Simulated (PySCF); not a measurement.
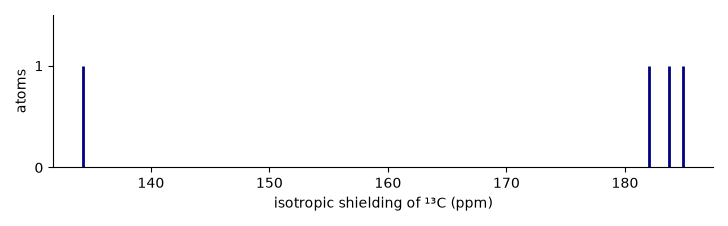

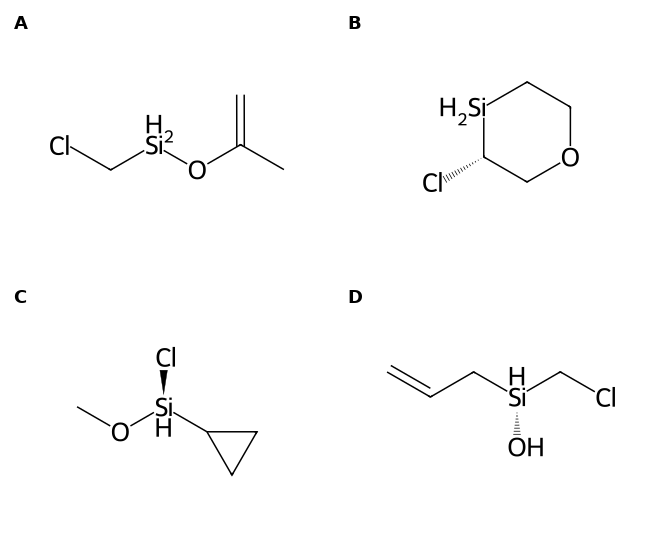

The sticks are computed shieldings of one of the molecules, for one fixed geometry (GFN2-xTB) without averaging over rotations. Low shielding means a high chemical shift. Method: GIAO PBE0/pcSseg-1 NMR shielding, non-relativistic, gas phase (PySCF 2.14.0).

Which molecule gives this pattern?

C, `CO[Si@@H](Cl)C1CC1`. Its 4 C atoms give lines at 134.3, 182.0, 183.7, 184.9 ppm.

The geometry is semi-empirical. Around Si such bond lengths and angles can be off by a tenth of an ångström or more and by several degrees, and values that hang on the shape move with them.
